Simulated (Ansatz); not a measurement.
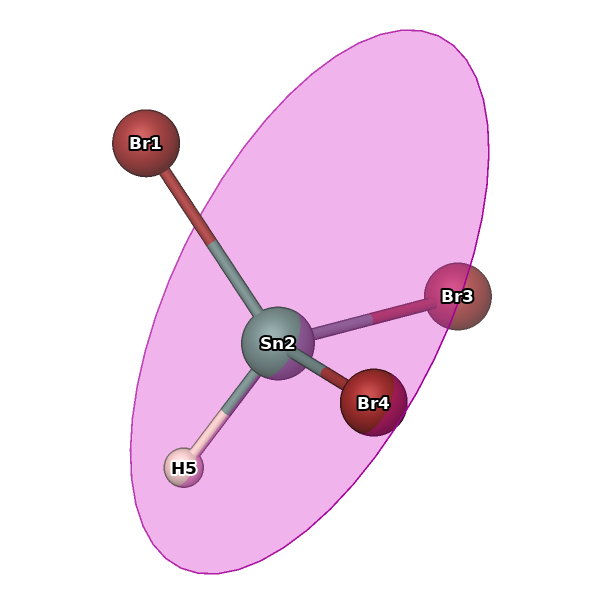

A disc through the centre of mass is drawn in. Atoms fade into the background with distance from the viewer. The computed structure is the end point of a PBE-D4/def2-SVP optimisation. No frequency run is at hand to confirm it as a minimum.

### Is the plane of the disc a mirror plane of the structure?

Yes. The reflection leaves Sn2, Br4, H5 in place and moves Br1 ↔ Br3. The point group is C3v.
